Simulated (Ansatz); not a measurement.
Bond stretch in NH, triplet.

- ROCCSDT(Q) = CCSDT(Q)/B on ROHF/cc-pVTZ, frozen core in Ansatz (a program for electronic structure)
- UHF/cc-pVTZ (Ansatz)
- ROCCSDT = Ansatz with CCSDT on ROHF/cc-pVTZ, frozen core

Energies are in kcal/mol, each relative to the lowest point of its own curve near equilibrium.

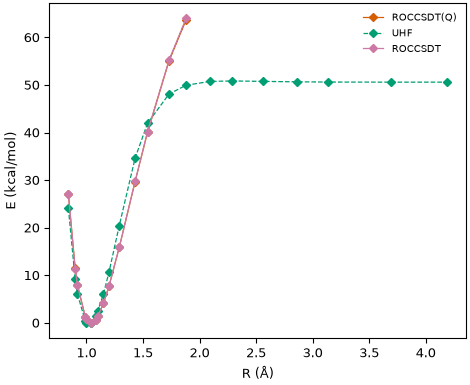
Energy against bond length for each method.

| R / Å | ROCCSDT(Q) | UHF | ROCCSDT |
|---|---|---|---|
| 0.84 | 27.1 | 24.1 | 27.1 |
| 0.90 | 11.4 | 9.2 | 11.4 |
| 0.92 | 8.0 | 6.1 | 8.0 |
| 0.99 | 1.2 | 0.3 | 1.2 |
| 1.00 | 0.7 | 0.1 | 0.7 |
| 1.04 | 0.0 | 0.0 | 0.0 |
| 1.08 | 0.6 | 1.3 | 0.6 |
| 1.10 | 1.4 | 2.4 | 1.4 |
| 1.15 | 4.1 | 6.1 | 4.1 |
| 1.20 | 7.8 | 10.7 | 7.8 |
| 1.29 | 15.9 | 20.4 | 15.9 |
| 1.43 | 29.7 | 34.6 | 29.8 |
| 1.54 | 40.1 | 41.9 | 40.2 |
| 1.73 | 55.0 | 48.1 | 55.3 |
| 1.88 | 63.6 | 49.9 | 64.0 |
| 2.09 | — | 50.7 | — |
| 2.29 | — | 50.8 | — |
| 2.56 | — | 50.7 | — |
| 2.86 | — | 50.7 | — |
| 3.14 | — | 50.6 | — |
| 3.69 | — | 50.6 | — |
| 4.19 | — | 50.6 | — |

A dash means that the run gave no value there, or that the column was ended at a point which the program doubted or which failed a test of continuity chosen for this set; such a test can also cut sound points.

The T1 diagnostic of CCSD on the restricted reference of ROCCSDT(Q), ROCCSDT exceeds 0.045 at 1.73 to 2.09 Å. The unrestricted determinant behind UHF is spin-contaminated at 1.43 to 4.19 Å (<S²> up to 3.0, against 2.00 for a pure triplet).
